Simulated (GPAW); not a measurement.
# How the k mesh moves the magnetism of ZnCr3B

Aim: see how far moments and order energies of ZnCr3B move with the k mesh, and what each rung costs.

Calculated with GPAW 26.7.0; PBE; plane waves with GPAW's PAW setups, scalar-relativistic.

## 1. Starting point

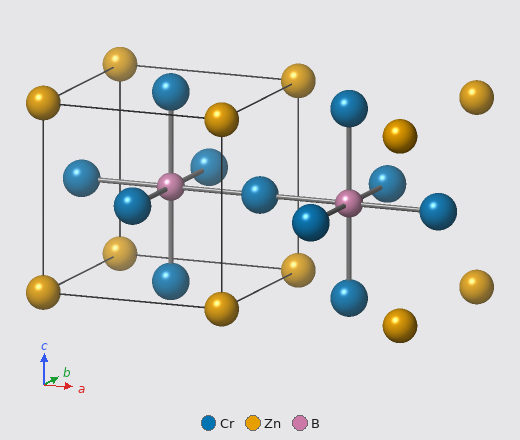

The cell as given, slightly off an axis (chromium blue, zinc orange, boron pink). 2×1×1 cells are drawn. Some periodic images of atoms are drawn too.

Structure file:

```cif
data_structure
_symmetry_space_group_name_H-M 'Pm-3m'
_symmetry_Int_Tables_number 221
_cell_length_a 3.8889
_cell_length_b 3.8889
_cell_length_c 3.8889
_cell_angle_alpha 90.000
_cell_angle_beta 90.000
_cell_angle_gamma 90.000
_cell_volume 58.82
loop_
_atom_site_label
_atom_site_type_symbol
_atom_site_symmetry_multiplicity
_atom_site_Wyckoff_symbol
_atom_site_fract_x
_atom_site_fract_y
_atom_site_fract_z
_atom_site_occupancy
Cr1 Cr 3 c 0.00000 0.50000 0.50000 1
Zn1 Zn 1 a 0.00000 0.00000 0.00000 1
B1 B 1 b 0.50000 0.50000 0.50000 1
```

The cell is a made-up one and need not be a known phase.

## 2. Rung 1 (mesh 2×2×2), start ferro +++

The ladder starts at a coarse mesh; cost grows with the number of points.

order1.py

```python
import json
import numpy as np
from ase import Atoms
from ase.parallel import paropen, parprint
from gpaw import GPAW

atoms = Atoms(['Cr', 'Cr', 'Cr', 'Zn', 'B'],
    cell=[[3.888942, 0.0, 0.0],
         [0.0, 3.888942, 0.0],
         [0.0, 0.0, 3.888942]],
    scaled_positions=[[0.0, 0.5, 0.5],
         [0.5, 0.5, 0.0],
         [0.5, 0.0, 0.5],
         [0.0, 0.0, 0.0],
         [0.5, 0.5, 0.5]],
    pbc=True,
    magmoms=[2.5, 2.5, 2.5, 0.0, 0.0])
atoms.calc = GPAW(mode={'name': 'pw', 'ecut': 700},
    xc='PBE',
    kpts={'size': (2, 2, 2), 'gamma': True},
    occupations={'name': 'fermi-dirac', 'width': 0.1},
    convergence={'density': 1e-05, 'energy': 1e-05},
    maxiter=200,
    symmetry={'tolerance': 1e-4},
    txt='order1.txt')
e = atoms.get_potential_energy(force_consistent=True)
res = {'free_energy': e, 'energy_sigma0': atoms.get_potential_energy(), 'fermi_energy': atoms.calc.get_fermi_level()}
res['moments'] = atoms.get_magnetic_moments().tolist()
res['total'] = atoms.get_magnetic_moment()
parprint('site moments (muB):', np.round(res['moments'], 3))
parprint(f"total moment: {res['total']:.3f} muB")
parprint(f'free energy: {e:.6f} eV')
atoms.calc.write('order1.gpw')
with paropen('results.json', 'w') as f:
    json.dump(res, f)
```

Run with:

```console
$ OMP_NUM_THREADS=1 mpirun -n 4 gpaw python order1.py > order1.log
```

Numbers of over 12 decimals in the logs are rounded to 6 here.

The log of the run:

```text
site moments (muB): [ 1.399  1.399  1.399 -0.038 -0.042]
total moment: 4.471 muB
free energy: -34.006987 eV

--- order1.txt ---
Input parameters:
  mode=PW(ecut=700),
  convergence={'density': 1e-05, 'energy': 1e-05},
  kpts=MonkhorstPack(size=(2, 2, 2), gamma=True),
  maxiter=200,
  occupations=Occupations(name='fermi-dirac', width=0.1),
  symmetry=Symmetry(tolerance=0.0001),
  xc=XC(name='PBE')

Diagonalizing LCAO Hamiltonian
Converting LCAO to pw mode
   .---------.
  /|         |
 * |         |
 |Cr   B     |
 | |  Cr     |
 | .---------.
 |/    Cr   /
 Zn--------*

Atoms  # Å, Bohr magnetons
|   | symbol |        x |        y |        z |    initial magnetic moments |
|---|--------|----------|----------|----------|-----------------------------|
| 0 |     Cr | 0.000000 | 1.944471 | 1.944471 | ( 0.0000,  0.0000,  2.5000) |
| 1 |     Cr | 1.944471 | 1.944471 | 0.000000 | ( 0.0000,  0.0000,  2.5000) |
| 2 |     Cr | 1.944471 | 0.000000 | 1.944471 | ( 0.0000,  0.0000,  2.5000) |
| 3 |     Zn | 0.000000 | 0.000000 | 0.000000 | ( 0.0000,  0.0000,  0.0000) |
| 4 |      B | 1.944471 | 1.944471 | 1.944471 | ( 0.0000,  0.0000,  0.0000) |

Unit cell  # Å
| periodic |        x |        y |        z |  lengths |    angles |
|----------|----------|----------|----------|----------|-----------|
|      yes | 3.888942 | 0.000000 | 0.000000 | 3.888942 | 90.000000 |
|      yes | 0.000000 | 3.888942 | 0.000000 | 3.888942 | 90.000000 |
|      yes | 0.000000 | 0.000000 | 3.888942 | 3.888942 | 90.000000 |

Number of symmetries: 48

BZ-sampling:
  Number of BZ points: 8
  Number of IBZ points: 4

  Monkhorst-Pack size: [2, 2, 2]
  Monkhorst-Pack shift: [0.25, 0.25, 0.25]

Plane wave coefficients: 2517
Cutoff: 700.0 eV

Spin-components: 2 (collinear spins)
Bands:           29
Projectors:      29
Spin-degeneracy: 1
Datatype:        complex128

Parallelization:
  kpt:    4
  domain: 1
  band:   1

Density:
  Valence electrons: 33.0
  Components: 2
  Grid points: [24 24 24]
  Charge: 0.0  # |e|

Potential:
  Grid points: [24 24 24]

[... setups left out ...]
Reference energy: -135277.948569  # eV

eigensolver:
  PPCG
  Converge bands: occupied
  niter=2

density mixing:
  MSR1-Mixer
  Pratt-step length: 0.05
  Maximum mixing coefficient: 0.75
  Old densities: 10
  SVD Regularization: 0.005
  Good broyden scale: 1.0
  Trust region scale: 1.0
  Backstep threshold: 4.0
  History deletion threshold: 6.0
  Fourier metric: weight=20.0, sigma=0.015

occupation numbers:
  Fermi-Dirac:
    width: 0.1000  # eV

poisson solver:
  ecut: 5600.0  # eV

xc functional:
  name: PBE with 2 nearest neighbor stencil

convergence criteria:
- Maximum integral of absolute [dens]ity change: 1e-05 electrons / valence electron
- Maximum [total energy] change in last 3 cyles: 1e-05 eV / valence electron
- Maximum integral of absolute [eigenst]ate change: 4e-08 eV^2 / valence electron
maximum number of iterations: 200

SCF iterations
|iter     |      energy | eigst |  dens |  magmom |
|---------|-------------|-------|-------|---------|
|iter:   1|       0s |  -38.779888 | +0.52 |       |  +7.4776|
|iter:   2|       0s |  -36.915632 | -0.99 | -0.72 |  +7.3666|
|iter:   3|       1s |  -33.893777 | -0.62 | -0.79 |  +6.8998|
|iter:   4|       1s |  -33.693031 | -1.27 | -1.06 |  +6.6097|
|iter:   5|       1s |  -33.751528 | -2.20 | -1.15 |  +6.3158|
|iter:   6|       2s |  -33.852245 | -2.08 | -1.27 |  +5.6911|
|iter:   7|       2s |  -33.881233 | -2.52 | -1.68 |  +5.2940|
|iter:   8|       2s |  -33.884016 | -3.51 | -2.20 |  +5.1435|
|iter:   9|       3s |  -33.885116 | -3.76 | -2.47 |  +5.0442|
|iter:  10|       3s |  -33.885171 | -3.84 | -2.42 |  +4.9095|
|iter:  11|       4s |  -33.885674 | -4.03 | -2.59 |  +4.7757|
|iter:  12|       4s |  -33.886312 | -3.74 | -2.64 |  +4.5643|
|iter:  13|       4s |  -33.885810 | -4.45 | -2.85 |  +4.5100|
|iter:  14|       5s |  -33.885683 | -4.86 | -3.27 |  +4.4555|
|iter:  15|       5s |  -33.885483c| -5.20 | -3.54 |  +4.4762|
|iter:  16|       5s |  -33.885479c| -6.19 | -4.01 |  +4.4712|
|iter:  17|       6s |  -33.885468c| -6.91 | -4.40 |  +4.4712|
|iter:  18|       6s |  -33.885470c| -6.88 | -4.79 |  +4.4723|
|iter:  19|       6s |  -33.885473c| -7.44c| -5.06c|  +4.4714|

Converged in 19 steps
Energy contributions relative to reference atoms: (reference = -135277.948569)

Energy contributions:
  Kinetic:         -29.258731
  Coulomb:          17.974703
  Zero:              0.594481
  External:          0.000000
  Xc:              -23.074412
  Entropy:          -0.243028
  Spinorbit:         0.000000
  ----------------------------
  Free energy:     -34.006987
  Extrapolated:    -33.885473

dipole moment: (-17.106242, -17.106242, -17.106242)  # |e|*Ang

Total magnetic moment: (0.000000, 0.000000, 4.471438)

Local magnetic moments
|        x |        y |         z |
|----------|----------|-----------|
| 0.000000 | 0.000000 |  1.399344 |  # Cr   0
| 0.000000 | 0.000000 |  1.399344 |  # Cr   1
| 0.000000 | 0.000000 |  1.399344 |  # Cr   2
| 0.000000 | 0.000000 | -0.037923 |  # Zn   3
| 0.000000 | 0.000000 | -0.042382 |  # B    4

Fermi level: 8.786
Eigenvalues  # (at kpt = [0.000, 0.000, 0.000])
| band index |      eig [eV] | occ [0-1] |      eig [eV] | occ [0-1] |
|------------|---------------|-----------|---------------|-----------|
|          0 |        -1.084 |     1.000 |        -0.926 |     1.000 |
|        ... |               |           |               |           |
|          9 |         6.235 |     1.000 |         7.149 |     1.000 |
|         10 |         6.481 |     1.000 |         7.937 |     1.000 |
|         11 |         6.481 |     1.000 |         7.937 |     1.000 |
|         12 |         8.043 |     0.999 |         8.134 |     0.999 |
|         13 |         8.043 |     0.999 |         8.134 |     0.999 |
|         14 |         8.043 |     0.999 |         8.134 |     0.999 |
|         15 |         8.731 |     0.635 |        10.041 |     0.000 |
|         16 |         8.731 |     0.635 |        10.041 |     0.000 |
|         17 |         8.731 |     0.635 |        10.041 |     0.000 |
|         18 |         8.883 |     0.274 |        10.267 |     0.000 |
|         19 |         8.883 |     0.274 |        10.267 |     0.000 |
|         20 |         9.581 |     0.000 |        11.366 |     0.000 |
|         21 |        10.156 |     0.000 |        11.366 |     0.000 |
|         22 |        10.156 |     0.000 |        11.366 |     0.000 |
|         23 |        10.156 |     0.000 |        11.665 |     0.000 |
|        ... |               |           |               |           |
|         28 |        16.669 |     0.000 |        17.710 |     0.000 |

No gap
No difference between direct/indirect transitions
```

Wall time 14 s (4 MPI ranks of Intel Xeon Platinum 8488C (Sapphire Rapids), shared host); peak memory 0.82 GiB.

Spin moment in the augmentation sphere by atom:

```
atom  spin moment in the augmentation sphere (μB)
 Cr1                                         1.40
 Cr2                                         1.40
 Cr3                                         1.40
 Zn4                                        -0.04
  B5                                        -0.04
```

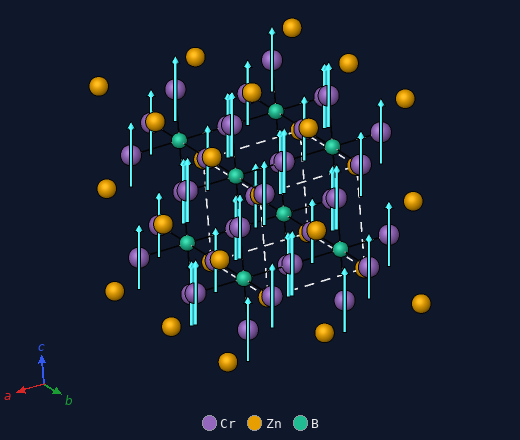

Spin moment in the augmentation sphere as arrows, the longest 1.40 μB. Up and down stand for the sign. Arrows give size and sign along the axis of quantisation, drawn up and down the page. 2×2×2 cells are drawn. Some periodic images of atoms are drawn too.

Read from the output:

```yaml
magnetization: 4.471 μB
final_state: ferromagnetic
```

After 19 cycles the largest moment stands at 1.40 μB.

## 3. Rung 1 (mesh 2×2×2), start ferri ++-

The second start gives the energy difference between the two end states, the quantity that is followed up the ladder.

order2.py is the script of step 2 with these lines changed:

```diff
@@ -16,3 +16,3 @@
     pbc=True,
-    magmoms=[2.5, 2.5, 2.5, 0.0, 0.0])
+    magmoms=[2.5, 2.5, -2.5, 0.0, 0.0])
 atoms.calc = GPAW(mode={'name': 'pw', 'ecut': 700},
@@ -24,3 +24,3 @@
     symmetry={'tolerance': 1e-4},
-    txt='order1.txt')
+    txt='order2.txt')
 e = atoms.get_potential_energy(force_consistent=True)
@@ -32,3 +32,3 @@
 parprint(f'free energy: {e:.6f} eV')
-atoms.calc.write('order1.gpw')
+atoms.calc.write('order2.gpw')
 with paropen('results.json', 'w') as f:
```

Run with:

```console
$ OMP_NUM_THREADS=1 mpirun -n 4 gpaw python order2.py > order2.log
```

The log of the run:

```text
site moments (muB): [ 1.84   1.84  -2.105 -0.014 -0.02 ]
total moment: 1.677 muB
free energy: -34.282728 eV

--- order2.txt ---
Input parameters:
  mode=PW(ecut=700),
  convergence={'density': 1e-05, 'energy': 1e-05},
  kpts=MonkhorstPack(size=(2, 2, 2), gamma=True),
  maxiter=200,
  occupations=Occupations(name='fermi-dirac', width=0.1),
  symmetry=Symmetry(tolerance=0.0001),
  xc=XC(name='PBE')

Diagonalizing LCAO Hamiltonian
Converting LCAO to pw mode
   .---------.
  /|         |
 * |         |
 |Cr   B     |
 | |  Cr     |
 | .---------.
 |/    Cr   /
 Zn--------*

Atoms  # Å, Bohr magnetons
|   | symbol |        x |        y |        z |    initial magnetic moments |
|---|--------|----------|----------|----------|-----------------------------|
| 0 |     Cr | 0.000000 | 1.944471 | 1.944471 | ( 0.0000,  0.0000,  2.5000) |
| 1 |     Cr | 1.944471 | 1.944471 | 0.000000 | ( 0.0000,  0.0000,  2.5000) |
| 2 |     Cr | 1.944471 | 0.000000 | 1.944471 | ( 0.0000,  0.0000, -2.5000) |
| 3 |     Zn | 0.000000 | 0.000000 | 0.000000 | ( 0.0000,  0.0000,  0.0000) |
| 4 |      B | 1.944471 | 1.944471 | 1.944471 | ( 0.0000,  0.0000,  0.0000) |

Number of symmetries: 16

BZ-sampling:
  Number of BZ points: 8
  Number of IBZ points: 6

  Monkhorst-Pack size: [2, 2, 2]
  Monkhorst-Pack shift: [0.25, 0.25, 0.25]

Plane wave coefficients: 2517
Cutoff: 700.0 eV

Spin-components: 2 (collinear spins)
Bands:           26
Projectors:      29
Spin-degeneracy: 1
Datatype:        complex128

Parallelization:
  kpt:    4
  domain: 1
  band:   1

Density:
  Valence electrons: 33.0
  Components: 2
  Grid points: [24 24 24]
[...]
Converged in 20 steps
Energy contributions relative to reference atoms: (reference = -135277.948569)

Energy contributions:
  Kinetic:         -19.284869
  Coulomb:          10.002111
  Zero:              0.576109
  External:          0.000000
  Xc:              -25.393553
  Entropy:          -0.182527
  Spinorbit:         0.000000
  ----------------------------
  Free energy:     -34.282728
  Extrapolated:    -34.191465

dipole moment: (-17.081021, -17.089700, -17.081021)  # |e|*Ang

Total magnetic moment: (0.000000, 0.000000, 1.676837)

Local magnetic moments
|        x |        y |         z |
|----------|----------|-----------|
| 0.000000 | 0.000000 |  1.839543 |  # Cr   0
| 0.000000 | 0.000000 |  1.839543 |  # Cr   1
| 0.000000 | 0.000000 | -2.104688 |  # Cr   2
| 0.000000 | 0.000000 | -0.013905 |  # Zn   3
| 0.000000 | 0.000000 | -0.019690 |  # B    4

Fermi level: 8.866
Eigenvalues  # (at kpt = [0.000, 0.000, 0.000])
| band index |      eig [eV] | occ [0-1] |      eig [eV] | occ [0-1] |
|------------|---------------|-----------|---------------|-----------|
|          0 |        -1.044 |     1.000 |        -0.988 |     1.000 |
|        ... |               |           |               |           |
|          9 |         6.622 |     1.000 |         6.819 |     1.000 |
|         10 |         6.622 |     1.000 |         7.128 |     1.000 |
|         11 |         7.314 |     1.000 |         8.003 |     1.000 |
|         12 |         8.029 |     1.000 |         8.029 |     1.000 |
[...]
|         21 |        10.716 |     0.000 |        11.149 |     0.000 |
|         22 |        11.145 |     0.000 |        11.384 |     0.000 |
|         23 |        11.145 |     0.000 |        11.690 |     0.000 |
|        ... |               |           |               |           |
|         25 |        14.522 |     0.000 |        14.479 |     0.000 |

No gap
No difference between direct/indirect transitions
```

The job ended after 13 s (4 MPI ranks; peak memory 0.83 GiB).

Spin moment in the augmentation sphere by atom:

```
atom  spin moment in the augmentation sphere (μB)
 Cr1                                         1.84
 Cr2                                         1.84
 Cr3                                        -2.10
 Zn4                                        -0.01
  B5                                        -0.02
```

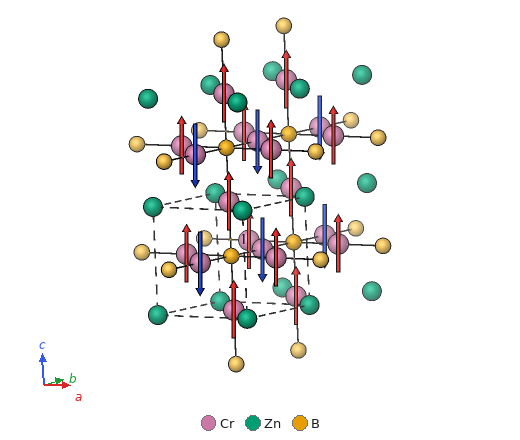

Spin moment in the augmentation sphere as arrows, the longest 2.10 μB. Up and down stand for the sign. Arrows give size and sign along the axis of quantisation, drawn up and down the page. The two directions have two colours. 1×2×2 cells are drawn. Some periodic images of atoms are drawn too.

Numbers from this step:

- magnetization: 1.677 μB
- final state: ferrimagnetic

This start lies -91.9 meV a seeded atom from the first; its largest moment is 2.10 μB.

## 4. Rung 2 (mesh 4×4×4), start ferro +++

order1.py is the script of step 2 with these lines changed:

```diff
@@ -19,3 +19,3 @@
     xc='PBE',
-    kpts={'size': (2, 2, 2), 'gamma': True},
+    kpts={'size': (4, 4, 4), 'gamma': True},
     occupations={'name': 'fermi-dirac', 'width': 0.1},
```

Run with:

```console
$ OMP_NUM_THREADS=1 mpirun -n 4 gpaw python order1.py > order1.log
```

The log of the run:

```text
site moments (muB): [ 0.702  0.702  0.702 -0.015 -0.014]
total moment: 2.239 muB
free energy: -34.457064 eV

--- order1.txt ---
Input parameters:
  mode=PW(ecut=700),
  convergence={'density': 1e-05, 'energy': 1e-05},
  kpts=MonkhorstPack(size=(4, 4, 4), gamma=True),
  maxiter=200,
  occupations=Occupations(name='fermi-dirac', width=0.1),
  symmetry=Symmetry(tolerance=0.0001),
  xc=XC(name='PBE')

[...]
|         10 |         6.862 |     1.000 |         7.485 |     1.000 |
[...]
|         20 |        10.104 |     0.000 |        11.019 |     0.000 |
|         21 |        10.517 |     0.000 |        11.115 |     0.000 |
|         22 |        10.517 |     0.000 |        11.115 |     0.000 |
|        ... |               |           |               |           |
|         28 |        16.935 |     0.000 |        17.378 |     0.000 |

No gap
No difference between direct/indirect transitions

[key lines of the parts left out:]
Free energy:     -34.457064
Converged in 19 steps
dipole moment: (-17.086800, -17.086800, -17.086800)  # |e|*Ang
Fermi level: 8.899
```

It took 17 s on 4 MPI ranks; peak memory 0.85 GiB.

This step gave:

* magnetization: 2.239 μB
* final state: ferromagnetic
* largest moment: 0.7019 μB

The largest moment moves by -0.70 μB from rung 1, at 1.3 times its CPU time.

## 5. Rung 2 (mesh 4×4×4), start ferri ++-

order2.py is the script of step 3 with these lines changed:

```diff
@@ -19,3 +19,3 @@
     xc='PBE',
-    kpts={'size': (2, 2, 2), 'gamma': True},
+    kpts={'size': (4, 4, 4), 'gamma': True},
     occupations={'name': 'fermi-dirac', 'width': 0.1},
```

Run with:

```console
$ OMP_NUM_THREADS=1 mpirun -n 4 gpaw python order2.py > order2.log
```

The log of the run:

```text
site moments (muB): [ 1.55   1.55  -1.66  -0.014 -0.012]
total moment: 1.528 muB
free energy: -34.611148 eV

--- order2.txt ---
Input parameters:
  mode=PW(ecut=700),
  convergence={'density': 1e-05, 'energy': 1e-05},
  kpts=MonkhorstPack(size=(4, 4, 4), gamma=True),
  maxiter=200,
  occupations=Occupations(name='fermi-dirac', width=0.1),
  symmetry=Symmetry(tolerance=0.0001),
  xc=XC(name='PBE')

[...]
|         12 |         8.046 |     1.000 |         8.052 |     1.000 |
[...]
|         21 |        10.663 |     0.000 |        11.111 |     0.000 |
|         22 |        11.099 |     0.000 |        11.288 |     0.000 |
|         23 |        11.099 |     0.000 |        11.693 |     0.000 |
|        ... |               |           |               |           |
|         25 |        14.479 |     0.000 |        14.462 |     0.000 |

No gap
No difference between direct/indirect transitions

[key lines of the parts left out:]
Free energy:     -34.611148
Converged in 20 steps
dipole moment: (-17.058167, -17.067318, -17.058167)  # |e|*Ang
Fermi level: 9.005
```

The job ended after 20 s (4 MPI ranks; peak memory 0.86 GiB).

This step gave:

```yaml
magnetization: 1.528 μB
final_state: ferrimagnetic
largest_moment: 1.660 μB
```

This start lies -51.4 meV a seeded atom from the first, a change of +40.6 meV since rung 1; its largest moment is 1.66 μB.

## 6. Rung 3 (mesh 6×6×6), start ferro +++

order1.py is the script of step 4 with these lines changed:

```diff
@@ -19,3 +19,3 @@
     xc='PBE',
-    kpts={'size': (4, 4, 4), 'gamma': True},
+    kpts={'size': (6, 6, 6), 'gamma': True},
     occupations={'name': 'fermi-dirac', 'width': 0.1},
```

Run with:

```console
$ OMP_NUM_THREADS=1 mpirun -n 4 gpaw python order1.py > order1.log
```

The log of the run:

```text
site moments (muB): [ 0.56   0.56   0.56  -0.012 -0.011]
total moment: 1.782 muB
free energy: -34.471047 eV

--- order1.txt ---
Input parameters:
  mode=PW(ecut=700),
  convergence={'density': 1e-05, 'energy': 1e-05},
  kpts=MonkhorstPack(size=(6, 6, 6), gamma=True),
  maxiter=200,
  occupations=Occupations(name='fermi-dirac', width=0.1),
  symmetry=Symmetry(tolerance=0.0001),
  xc=XC(name='PBE')

[...]
|         10 |         6.926 |     1.000 |         7.420 |     1.000 |
[...]
|         20 |        10.198 |     0.000 |        10.927 |     0.000 |
|         21 |        10.573 |     0.000 |        11.055 |     0.000 |
|         22 |        10.573 |     0.000 |        11.055 |     0.000 |
|        ... |               |           |               |           |
|         28 |        16.979 |     0.000 |        17.331 |     0.000 |

No gap
No difference between direct/indirect transitions

[key lines of the parts left out:]
Free energy:     -34.471047
Converged in 19 steps
dipole moment: (-17.087805, -17.087805, -17.087805)  # |e|*Ang
Fermi level: 8.935
```

Run time: 24 s. Hardware: 4 MPI ranks; peak memory 0.87 GiB.

This step gave:

| Quantity | Value |
| --- | --- |
| magnetization | 1.782 μB |
| final state | ferromagnetic |
| largest moment | 0.5601 μB |

The largest moment moves by -0.14 μB from rung 2, at 1.5 times its CPU time.

(Part 1 of 2 ends here.)

[Logs and program files are shortened in this print: banners, set-up blocks, solver, clock and traceback lines can be left out without a mark of their own.]

[Logs are printed without paths, hosts, clocks, repeated set-up lines and the standing remarks that a program may print on its own settings, such as how far it seeks lower states.]

[Hosts, paths, dates, database ids (printed as entryN), source tags and the programs' standing remarks are cut or masked in the printed files.]

[Where a cell is said to come from a database of computed structures, the database is the Materials Project.]
